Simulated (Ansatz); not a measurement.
## Single-point calculation of C₂H₆F₃NSi

System: C₂H₆F₃NSi.
Method: RKS PBE0-D4/def2-TZVPP (Ansatz 0.2.0).

The geometry comes from this level: PBE0-D4/def2-TZVP.

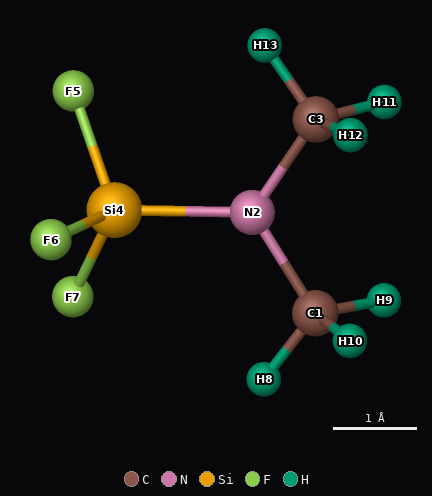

**Figure 1.** The structure as given in the input (ball-and-stick view, seen at a tilt; atoms are numbered from 1 in the order of the input).

## Results in brief

| quantity | value |
| --- | --- |
| outcome | converged |
| total energy | −19686.7406 eV |
| mean-field energy | −19686.4866 eV |
| dispersion energy | −0.2540 eV |
| SCF solution under orbital rotations | stable |
| HOMO | −7.28 eV |
| LUMO | 0.89 eV |
| hardware | 4 threads of Arm Neoverse V1, 23 GiB of memory available, shared host |
| wall time | 5.5 s (CPU time 19 s) |
| peak memory | 0.98 GiB |

## The input
```yaml
crystal:
  periodic: [false, false, false]
  atoms:
    - {symbol: C, position_ang: [-0.859056, -0.369624, 1.153662]}
    - {symbol: N, position_ang: [-0.009345, -0.119130, 0.009396]}
    - {symbol: C, position_ang: [1.331220, -0.648757, 0.137711]}
    - {symbol: Si, position_ang: [-0.443819, 0.933418, -1.216013]}
    - {symbol: F, position_ang: [0.326830, 0.569546, -2.542492]}
    - {symbol: F, position_ang: [-0.129736, 2.460807, -0.954970]}
    - {symbol: F, position_ang: [-1.999132, 0.863959, -1.465113]}
    - {symbol: H, position_ang: [-1.863705, 0.018929, 0.982014]}
    - {symbol: H, position_ang: [-0.943909, -1.447150, 1.335448]}
    - {symbol: H, position_ang: [-0.460884, 0.097132, 2.063253]}
    - {symbol: H, position_ang: [1.298084, -1.732885, 0.295448]}
    - {symbol: H, position_ang: [1.864534, -0.199288, 0.984655]}
    - {symbol: H, position_ang: [1.909419, -0.461858, -0.768100]}
basis:
  gaussian: {orbitals: def2-TZVPP}
hamiltonian: {xc: pbe0, dispersion: d4}
output: {orbitals: {seedname: orbitals}}
```

Launched with:
```bash
ansatz run in.yaml --threads 4 --pin off --events-out ev --progress --plain --max-ram 11315MiB
```

## Output
```
Functional definition: PBE0
  name "PBE0"
  cite "Adamo & Barone, J. Chem. Phys. 110, 6158 (1999) doi:10.1063/1.478522"
  cite "Perdew, Burke & Ernzerhof, Phys. Rev. Lett. 77, 3865 (1996) doi:10.1103/PhysRevLett.77.3865"
  parent pbe
  parameter a = 0.25
  parameter kappa = 0.804
  parameter beta = 0.06672455060314922
  exchange = (1 - a)*pbe_x(kappa = kappa, mu = beta*pi^2/3) + a*exact_x
  correlation = pbe_c(beta = beta)
1628 factors; their error is unknown
mean field evaluation 1: about -19676.4857 eV, gradient 7.5e1 eV
mean field evaluation 2: about -19669.5884 eV, gradient 9.7e1 eV
mean field evaluation 4: about -19686.4253 eV, gradient 4.0e0 eV
mean field evaluation 8: about -19686.4459 eV, gradient 5.8e-2 eV
mean field evaluation 16: about -19686.4866 eV, gradient 2.7e-5 eV
mean field -19686.48655005 eV, -723.4650367346 hartree, gradient 2.7e-5 eV, S^2 0.000000; 0 other end points of the search recorded, 0 dependent functions left out
reference -19686.48658244 eV, -723.4650379249 hartree; 33, 33 occupied and 279, 279 virtual orbitals, 1628 factors
Total energy: -19686.74061126 eV, -723.4743733119 hartree
```

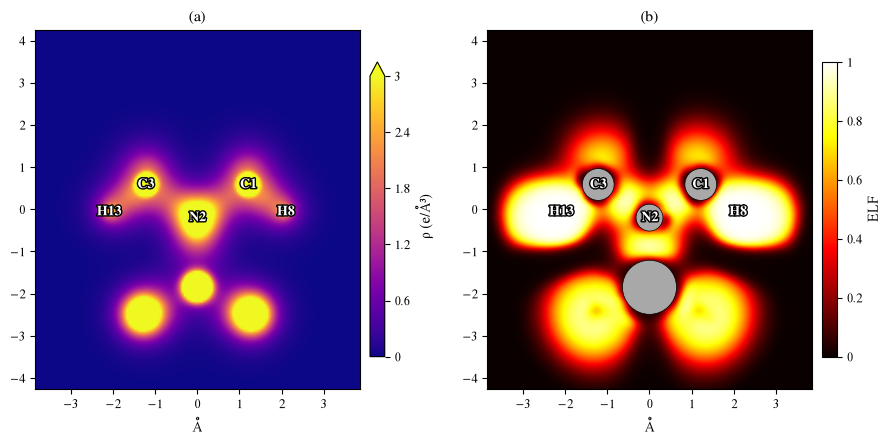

**Figure 2.** (a) electron density; (b) electron localisation function on the plane of atoms C1, N2 and C3. Grey discs, where drawn, cover atomic cores. The section cuts through C, N and H sites. C–N (1.45 Å): ρ at the midpoint is about 1.9 e/Å³; the ELF peaks at about 0.90 between the atoms (a shared electron pair). C–H (1.09 Å): ρ is about 2 e/Å³ halfway; the ELF climbs to about 1 towards the hydrogen, as it does in any bond to H (a covalent bond by its length).

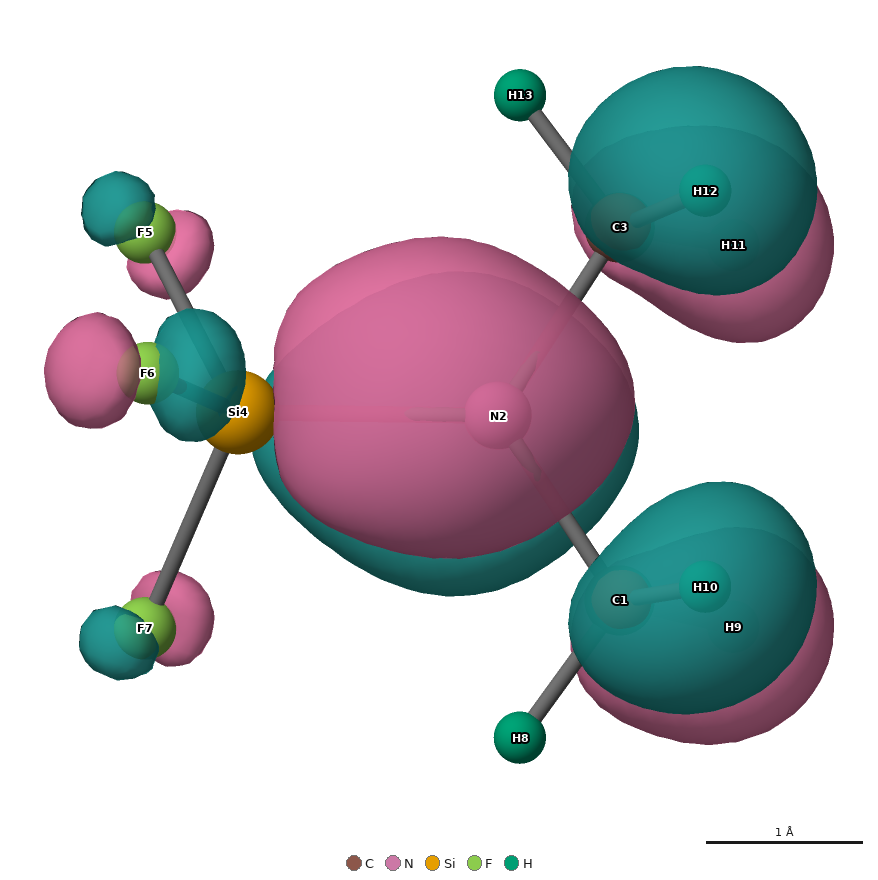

**Figure 3.** One frontier orbital at ±0.1 Å⁻³ᐟ² (teal and pink are the two phases), seen at a tilt. The HOMO, at −7.28 eV. By Hirshfeld shares it lies mainly on N2 (50 %), Si4 (10 %), C1 (10 %) and C3 (10 %).

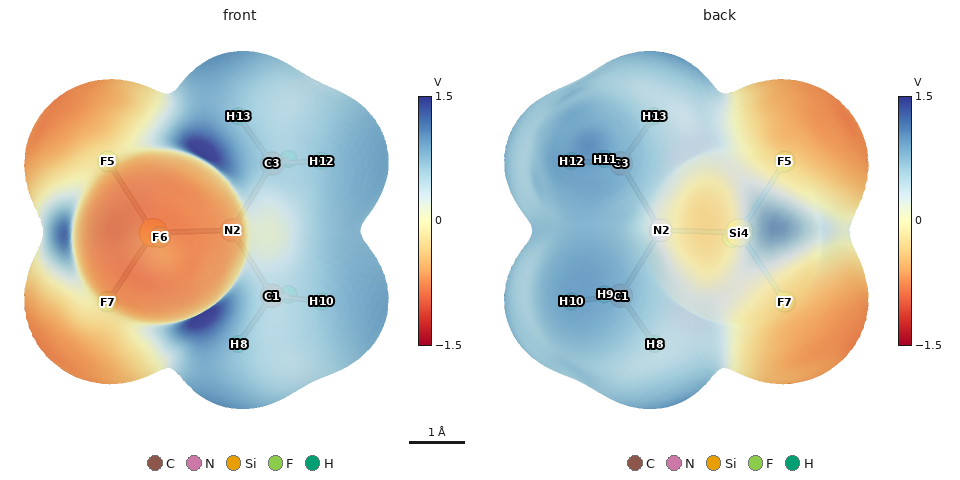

**Figure 4.** The electrostatic potential painted on the density surface at 0.002 e/bohr³, seen at a tilt and from behind; red is negative and blue positive.

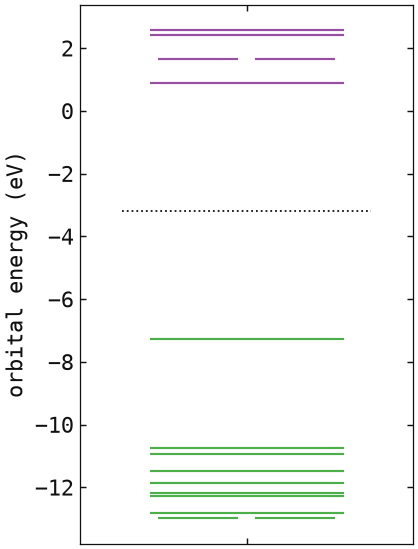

**Figure 5.** Orbital energies near the frontier; the dotted line parts filled from empty levels, and levels within 0.02 eV of each other stand side by side. Highest filled −7.28 eV, lowest empty 0.89 eV, 8.17 eV apart.
